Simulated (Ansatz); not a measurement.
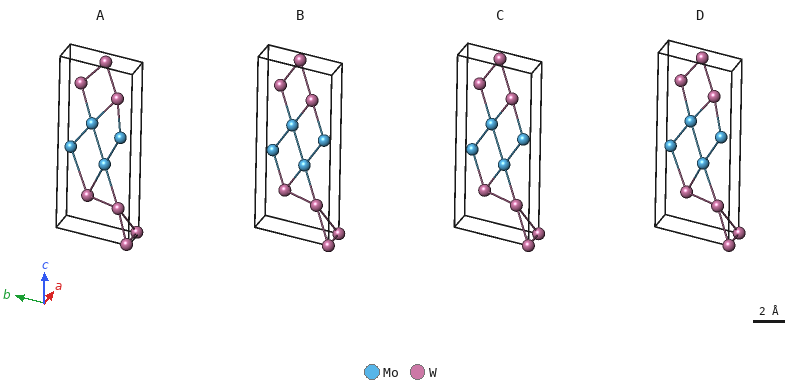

4 geometries from one relaxation of solid Mo₂W₃ (a generated structure, set up in P1) (coarse preliminary run), in shuffled order. A ball-and-stick model of the cell of the calculation, seen from a free direction.

Method: DFT PBE, scalar-relativistic, plane waves, PAW in Ansatz 0.2.0. (plane-wave cutoff 420 eV; k-point mesh 8 × 4 × 2; occupations gaussian; smearing width 0.2 eV; no spin polarisation; cell and atoms relaxed; force threshold 0.025 eV/Å; at most 60 steps)

Order the frames from highest to lowest energy.

A, D, C, B. They are steps 0, 1, 2, 6, at +5.893 eV per cell of the calculation, +1.149 eV per cell of the calculation, +0.124 eV per cell of the calculation relative to the last. A W atom moves most relative to the cell: 0.39 Å roughly along [−1 1 1]. By element the largest moves are W 0.39 Å, Mo 0.33 Å. Cell: a 2.746 → 2.761 Å (+0.6 %), b 5.178 → 5.262 Å (+1.6 %), c 11.344 → 11.310 Å (−0.3 %), β 84.6° → 85.4°, γ 79.6° → 80.0°. Volume +2.1 %. Among the contacts that change: Mo–W 3.376 → 2.742 Å, W–W 2.732 → 3.177 Å, Mo–Mo 2.735 → 3.177 Å, W–W 2.311 → 2.751 Å. Within 0.06 Å the space group is P1 at the start and Fmmm at the end; at a tighter tolerance small leftover displacements or strains of the cell lower it. The energy falls by 5.893 eV per cell of the calculation in 5 accepted moves (6 points after the start). The largest force component goes from 7.1 to 0.0034 eV/Å. Pressure: 23.16 GPa at the start and 0.00 GPa at the end. At 1 point the geometry stayed and the basis and grid were re-selected for the new cell (energy shift of 1.4 meV per cell of the calculation at most each time). The run took 2.7 min on 1 thread of Intel(R) Xeon(R) Gold 6455B (Sapphire Rapids), on a shared host, peak memory 0.67 GiB.
